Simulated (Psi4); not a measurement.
# BCl2 (SMILES Cl[B]Cl) at UHF/def2-TZVP (sweep point 6)

Aim: the energy of BCl2. 

The calculation is run with Psi4 1.11.

5 further runs of the same task are left out: 5 set aside as unsound or not needed.

## 1. The structure to begin with

The species is BCl2 (3 atoms), meant as a doublet with charge 0. As SMILES, `Cl[B]Cl`. The shape is that of a PBE0-D4/def2-TZVP optimisation.

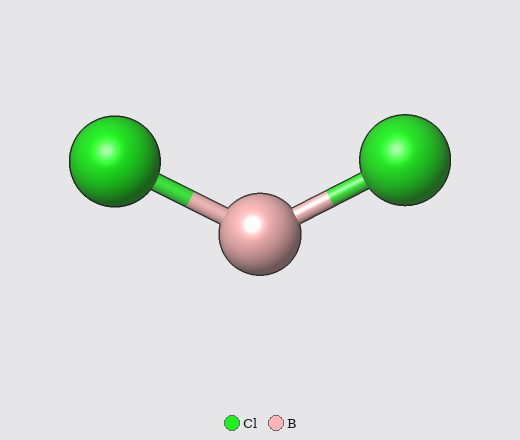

The structure, seen from a chosen angle (chlorine green, boron pink).

## 2. The energy at UHF/def2-TZVP (sweep point 6)

job.dat reads:

```
memory 1.6 GB

molecule system {
  0 2
  Cl     0.70203326    -2.88296618     0.05669178
  B     -0.87664395    -0.09505322    -0.48547064
  Cl     0.15401268     2.85556515     0.40383447
  units au
  symmetry c1
}

set basis def2-TZVP
set reference uhf
set puream true
set scf_type pk
set d_convergence 1e-08
set e_convergence 1e-08
set maxiter 150

e_tot = energy("scf")
```

On the command line:

```sh
$ psi4 -n 1 job.dat job.out
```

job.out:

```text
Psi4 1.11 release

   => Loading Basis Set <=

    Name: DEF2-TZVP
    Role: ORBITAL
    Keyword: BASIS

         ---------------------------------------------------------
                                   SCF
                              UHF Reference
                        1 Threads,   1525 MiB Core
         ---------------------------------------------------------

  ==> Geometry <==

    Molecular point group: c1
    Full point group: Cs

    Geometry (in Bohr), charge = 0, multiplicity = 2:

       Center              X                  Y                   Z               Mass
    ------------   -----------------  -----------------  -----------------  -----------------
         CL           0.360668571795    -2.872081609373    -0.000000000000    34.968852682000
         B           -1.285687085188    -0.070629566898     0.000000000000    11.009305360000
         CL           0.044106553284     2.894318040075     0.000000000000    34.968852682000

  Running in c1 symmetry.

  Rotational constants: A =      2.84948  B =      0.10323  C =      0.09963 [cm^-1]
  Rotational constants: A =  85425.26624  B =   3094.90398  C =   2986.69779 [MHz]
  Nuclear repulsion =  102.359078380213518

  Charge       = 0
  Multiplicity = 2
  Electrons    = 39
  Nalpha       = 20
  Nbeta        = 19

  ==> Algorithm <==

  SCF Algorithm Type is PK.
  DIIS enabled.
  MOM disabled.
  Fractional occupation disabled.
  Guess Type is SAD.
  Energy threshold   = 1.00e-08
  Density threshold  = 1.00e-08
  Integral threshold = 1.00e-12

  ==> Primary Basis <==

  Basis Set: DEF2-TZVP
    Blend: DEF2-TZVP
    Number of shells: 37
    Number of basis functions: 105
    Number of Cartesian functions: 120
    Spherical Harmonics?: true
    Max angular momentum: 3

  ==> Integral Setup <==

  Using in-core PK algorithm.
   Calculation information:
      Number of atoms:                   3
      Number of AO shells:              37
      Number of primitives:             74
      Number of atomic orbitals:       120
      Number of basis functions:       105

      Integral cutoff                 1.00e-12
      Number of threads:                 1

  Performing in-core PK
  Using 30974790 doubles for integral storage.
  We computed 216812 shell quartets total.
  Whereas there are 247456 unique shell quartets.

  ==> DiskJK: Disk-Based J/K Matrices <==

    J tasked:                  Yes
    K tasked:                  Yes
    wK tasked:                  No
    Memory [MiB]:             1144
    Schwarz Cutoff:          1E-12

  Minimum eigenvalue in the overlap matrix is 1.6940846889E-03.
  Reciprocal condition number of the overlap matrix is 3.6218711419E-04.
    Using symmetric orthogonalization.

  ==> Pre-Iterations <==

  SCF Guess: Superposition of Atomic Densities via on-the-fly atomic UHF (no occupation information).

   -------------------------
    Irrep   Nso     Nmo
   -------------------------
     A        105     105
   -------------------------
    Total     105     105
   -------------------------

  ==> Iterations <==

                        Total Energy        Delta E     RMS |[F,P]|

   @UHF iter SAD:  -943.40210169687612   -9.43402e+02   0.00000e+00
   @UHF iter   1:  -943.70815132448013   -3.06050e-01   2.22250e-03 DIIS/ADIIS
   @UHF iter   2:  -943.72949824382067   -2.13469e-02   8.09932e-04 DIIS/ADIIS
   @UHF iter   3:  -943.73355294296482   -4.05470e-03   2.71888e-04 DIIS/ADIIS
   @UHF iter   4:  -943.73469795736173   -1.14501e-03   1.01114e-04 DIIS/ADIIS
   @UHF iter   5:  -943.73490252067074   -2.04563e-04   3.13735e-05 DIIS
   @UHF iter   6:  -943.73492426558744   -2.17449e-05   1.11890e-05 DIIS
   @UHF iter   7:  -943.73492727117321   -3.00559e-06   4.08046e-06 DIIS
   @UHF iter   8:  -943.73492765443814   -3.83265e-07   1.62273e-06 DIIS
   @UHF iter   9:  -943.73492771735107   -6.29129e-08   5.98700e-07 DIIS
   @UHF iter  10:  -943.73492772646830   -9.11723e-09   1.59496e-07 DIIS
   @UHF iter  11:  -943.73492772701127   -5.42968e-10   4.43734e-08 DIIS
   @UHF iter  12:  -943.73492772705447   -4.32010e-11   1.44840e-08 DIIS
   @UHF iter  13:  -943.73492772705902   -4.54747e-12   3.34215e-09 DIIS
  Energy and wave function converged.

  ==> Post-Iterations <==

   @Spin Contamination Metric:   5.811456311E-03
   @S^2 Expected:                7.500000000E-01
   @S^2 Observed:                7.558114563E-01
   @S   Expected:                5.000000000E-01
   @S   Observed:                5.000000000E-01

    Orbital Energies [Eh]
    ---------------------

    Alpha Occupied:

       1A   -104.858700     2A   -104.858692     3A    -10.588641
       4A    -10.588629     5A     -8.056636     6A     -8.056627
       7A     -8.053985     8A     -8.053975     9A     -8.053662
      10A     -8.053653    11A     -7.737760    12A     -1.164116
      13A     -1.123997    14A     -0.699892    15A     -0.598267
      16A     -0.561859    17A     -0.533025    18A     -0.480985
      19A     -0.478417    20A     -0.362894

    Alpha Virtual:

      21A      0.061163    22A      0.147069    23A      0.182677
      24A      0.185889    25A      0.214592    26A      0.236602
      27A      0.282182    28A      0.382764    29A      0.390034
      30A      0.440741    31A      0.453279    32A      0.456417
      33A      0.500603    34A      0.517308    35A      0.537354
      36A      0.546170    37A      0.605003    38A      0.640457
      39A      0.650961    40A      0.687771    41A      0.743946
      42A      0.752404    43A      0.839961    44A      0.875250
      45A      0.907672    46A      0.951880    47A      1.000627
      48A      1.011675    49A      1.122233    50A      1.124394
      51A      1.185950    52A      1.212522    53A      1.269041
      54A      1.328698    55A      1.820454    56A      1.835040
      57A      1.839811    58A      1.922344    59A      1.927903
      60A      1.949701    61A      2.010340    62A      2.054195
      63A      2.065641    64A      2.074875    65A      2.099547
      66A      2.108877    67A      2.115628    68A      2.132681
      69A      2.134834    70A      2.162109    71A      2.234816
      72A      2.243194    73A      2.322744    74A      2.323566
      75A      2.382799    76A      2.387424    77A      2.396177
      78A      2.407580    79A      2.472368    80A      2.527561
      81A      2.541074    82A      2.552411    83A      2.565069
      84A      2.567923    85A      2.614737    86A      2.736509
      87A      2.745683    88A      2.768680    89A      2.883419
      90A      2.962374    91A      3.220107    92A      3.249531
      93A      3.274521    94A      3.441310    95A      3.610703
      96A      3.637714    97A     11.478217    98A     11.494916
      99A     11.506968   100A     11.541676   101A     11.928421
     102A     12.009745   103A     14.803877   104A     25.632203
     105A     25.808903

    Beta Occupied:

       1A   -104.857648     2A   -104.857640     3A    -10.587498
       4A    -10.587484     5A     -8.054139     6A     -8.054130
       7A     -8.053711     8A     -8.053702     9A     -8.051593
      10A     -8.051584    11A     -7.714753    12A     -1.152687
      13A     -1.115877    14A     -0.668475    15A     -0.581956
      16A     -0.530009    17A     -0.519313    18A     -0.483678
      19A     -0.469492

    Beta Virtual:

      20A      0.061853    21A      0.095074    22A      0.170420
      23A      0.191119    24A      0.210821    25A      0.224759
      26A      0.258775    27A      0.295844    28A      0.390973
      29A      0.421341    30A      0.444426    31A      0.473780
      32A      0.485276    33A      0.507493    34A      0.525141
      35A      0.539353    36A      0.551798    37A      0.608462
      38A      0.641261    39A      0.673731    40A      0.707651
      41A      0.757127    42A      0.758234    43A      0.860886
      44A      0.887736    45A      0.913859    46A      1.013309
      47A      1.020112    48A      1.028109    49A      1.135398
      50A      1.144189    51A      1.195656    52A      1.226382
      53A      1.283263    54A      1.336445    55A      1.839864
      56A      1.845497    57A      1.854705    58A      1.958679
      59A      1.961908    60A      1.968204    61A      2.029161
      62A      2.058214    63A      2.071310    64A      2.080150
      65A      2.103510    66A      2.114458    67A      2.128031
      68A      2.148853    69A      2.149846    70A      2.179170
      71A      2.239784    72A      2.248525    73A      2.328360
      74A      2.335609    75A      2.383626    76A      2.388391
      77A      2.399605    78A      2.411181    79A      2.498471
      80A      2.527854    81A      2.544119    82A      2.552342
      83A      2.572861    84A      2.577134    85A      2.623907
      86A      2.741116    87A      2.749814    88A      2.778875
      89A      2.889539    90A      2.976770    91A      3.225250
      92A      3.258028    93A      3.277526    94A      3.452789
      95A      3.617582    96A      3.643203    97A     11.478153
      98A     11.497395    99A     11.506896   100A     11.544334
     101A     11.930640   102A     12.011718   103A     14.825876
     104A     25.633788   105A     25.810472

    Final Occupation by Irrep:
              A
    DOCC [    19 ]
    SOCC [     1 ]
    NA   [    20 ]
    NB   [    19 ]

  @UHF Final Energy:  -943.73492772705902

   => Energetics <=

    Nuclear Repulsion Energy =            102.3590783802135178
    One-Electron Energy =               -1506.7782342232885640
    Two-Electron Energy =                 460.6842281160160155
    Total Energy =                       -943.7349277270590164

  UHF NO Occupations:
  HONO-2 :   18  A 1.9993052
  HONO-1 :   19  A 1.9984838
  HONO-0 :   20  A 1.0000000
  LUNO+0 :   21  A 0.0015162
  LUNO+1 :   22  A 0.0006948
  LUNO+2 :   23  A 0.0003547
  LUNO+3 :   24  A 0.0001471

Computation Completed

Properties will be evaluated at   0.000000,   0.000000,   0.000000 [a0]

Properties computed using the SCF density matrix

 Multipole Moments:

 ------------------------------------------------------------------------------------
     Multipole            Electronic (a.u.)      Nuclear  (a.u.)        Total (a.u.)
 ------------------------------------------------------------------------------------

 L = 1.  Multiply by 2.5417464519 to convert [e a0] to [Debye]
 Dipole X            :         -0.4601343            0.4527417           -0.0073926
 Dipole Y            :         -0.0253906            0.0248715           -0.0005191
 Dipole Z            :         -0.0000000           -0.0000000           -0.0000000
 Magnitude           :                                                    0.0074108

 ------------------------------------------------------------------------------------

	total time  =          3 seconds =       0.05 minutes

    Psi4 run time: 0:00:03.54
```

Run time: 4.8 s. Hardware: 1 thread of Intel Xeon Platinum 8488C (Sapphire Rapids), shared host; peak memory 0.43 GiB.

## 3. Outcome

At UHF/def2-TZVP (sweep point 6):

| quantity | value |
| --- | --- |
| total energy | -943.73493 Eh |
| dipole moment | 0.02 D |
| HOMO energy (highest over α and β) | -9.87 eV |
| LUMO energy (lowest over α and β) | 1.66 eV |
| ⟨S²⟩ | 0.756 |
